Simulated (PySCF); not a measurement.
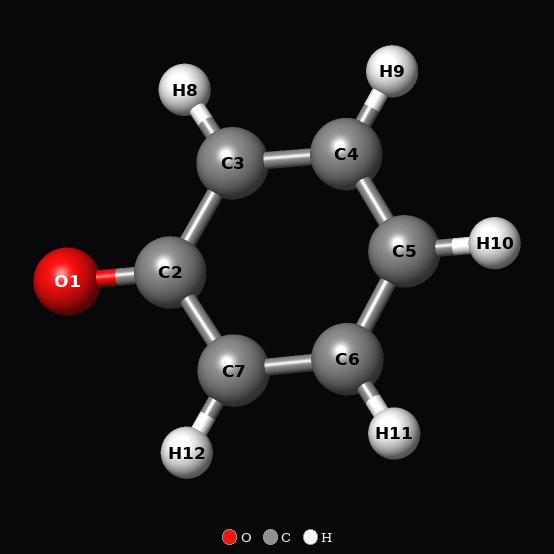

Charge 0, doublet. The computed structure is the end point of a PBE0-D3(BJ)/def2-SVP optimisation. No frequency run is at hand to confirm it as a minimum. Method: UKS B3LYP, IGLO-III on C O, pcH-1 on H, non-relativistic (PySCF 2.14.0). Fermi-contact and spin-dipolar terms alone, no spin-orbit part.

### Which nucleus has the largest dipolar (anisotropic) hyperfine coupling?

17O at O1: principal values −124.8, 62.2, 62.5 MHz.

List the isotropic and dipolar parts for the most strongly coupled nuclei, one of each equivalent set.

```
atom  isotope  a_iso (MHz)  dipolar part (MHz)
  O1      17O        −27.0  −124.8, 62.2, 62.5
  C5      13C         33.6  −31.5, −29.4, 61.0
  C3      13C         22.0  −23.7, −22.5, 46.2
  C4      13C        −25.5    −19.0, 8.5, 10.5
 H10       1H        −26.9   −15.4, −0.5, 15.9
  H8       1H        −20.5    −9.7, −2.3, 12.0
  C2      13C        −34.7     −11.0, 2.2, 8.9
  H9       1H          8.0     −2.9, −1.0, 3.9
```
